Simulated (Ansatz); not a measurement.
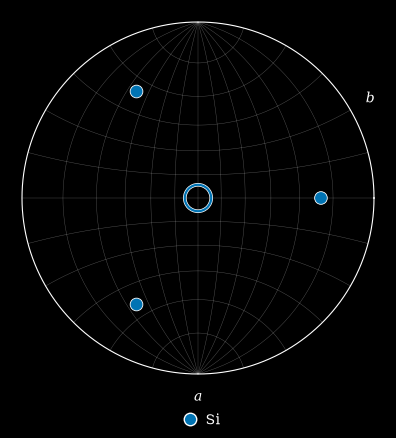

Crystal: Si3Ge, the end point of a relaxation with DFT, PBE, plane waves, PAW in Ansatz 0.2.0; the starting structure was generated, so it need not be a known form of this composition. Directions from one germanium atom at (0, 0, 0.125) to its bonded neighbours, in stereographic projection down c (filled: above the plane of the page or in it, open: below). All values are computed from the atomic coordinates in the standard setting (tolerance 0.002 Å).

Neighbours are counted up to 2.82 Å for Si.

```yaml
crystal:
  lattice:
    - [3.91299, 0.00000, 0.00000]
    - [-1.95649, 3.38875, 0.00000]
    - [0.00000, 0.00000, 19.15960]
  atoms:
    - { symbol: Si, position: [0.66667, 0.33333, 0.33173] }
    - { symbol: Si, position: [0.33333, 0.66667, 0.16824] }
    - { symbol: Si, position: [0.33333, 0.66667, 0.29166] }
    - { symbol: Ge, position: [0.00000, 0.00000, 0.12504] }
    - { symbol: Si, position: [0.33333, 0.66667, 0.66506] }
    - { symbol: Si, position: [0.00000, 0.00000, 0.50157] }
    - { symbol: Si, position: [0.00000, 0.00000, 0.62499] }
    - { symbol: Ge, position: [0.66667, 0.33333, 0.45838] }
    - { symbol: Si, position: [0.00000, 0.00000, 0.99839] }
    - { symbol: Si, position: [0.66667, 0.33333, 0.83490] }
    - { symbol: Si, position: [0.66667, 0.33333, 0.95833] }
    - { symbol: Ge, position: [0.33333, 0.66667, 0.79171] }
```

> How many neighbours are there, and at what angles?

4: 3 Si at 2.41 Å, 1 Si at 2.43 Å. Angles between bonds: 109° (3×), 110° (3×).

> What is the site's symmetry in the crystal?

Point group 3m (C3v), order 6: one threefold axis, three mirror planes. In No. 160, R3m, hexagonal axes this is Wyckoff position 3a.
